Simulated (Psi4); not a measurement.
Approach curve of the dimer CH6Si ··· CO (SMILES C[SiH3] and [C-]#[O+]), singlet. Monomers: optimised at B3LYP-D3(BJ) (def2-TZVP), held rigid. Orientation: a higher rigid-body minimum at GFN2-xTB. R is the distance of the centres of mass, along which the second monomer moves.

Geometry at R = 4.34 Å (first 8 atoms: monomer A):
```
10

Si    -0.8816     0.1042    -0.0221
C      0.9810    -0.1160     0.0246
H     -1.4881    -0.7908    -1.0378
H     -1.2337     1.5039    -0.3649
H     -1.4788    -0.2165     1.2974
H      1.2448    -1.1447     0.2765
H      1.4317     0.5408     0.7708
H      1.4248     0.1190    -0.9445
C      2.9586     0.9290     2.2409
O      3.6102     0.0352     2.4458
```

Level of theory: SAPT0/jun-cc-pVDZ, frozen core (Psi4).

Components in kcal/mol:

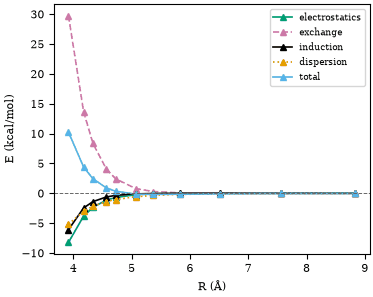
Figure: Components of the interaction energy.

```csv
R / Å,electrostatics,exchange,induction,dispersion,total
3.92,-8.23,29.77,-6.10,-5.19,10.26
4.18,-3.82,13.66,-2.45,-3.00,4.39
4.34,-2.34,8.35,-1.39,-2.17,2.44
4.57,-1.14,4.05,-0.62,-1.39,0.90
4.73,-0.69,2.43,-0.35,-1.04,0.34
5.07,-0.24,0.80,-0.10,-0.58,-0.13
5.37,-0.10,0.30,-0.04,-0.36,-0.20
5.84,-0.02,0.06,-0.01,-0.18,-0.15
6.52,0.00,0.01,0.00,-0.08,-0.07
7.56,0.00,0.00,0.00,-0.03,-0.02
8.84,0.00,0.00,0.00,-0.01,-0.01
```
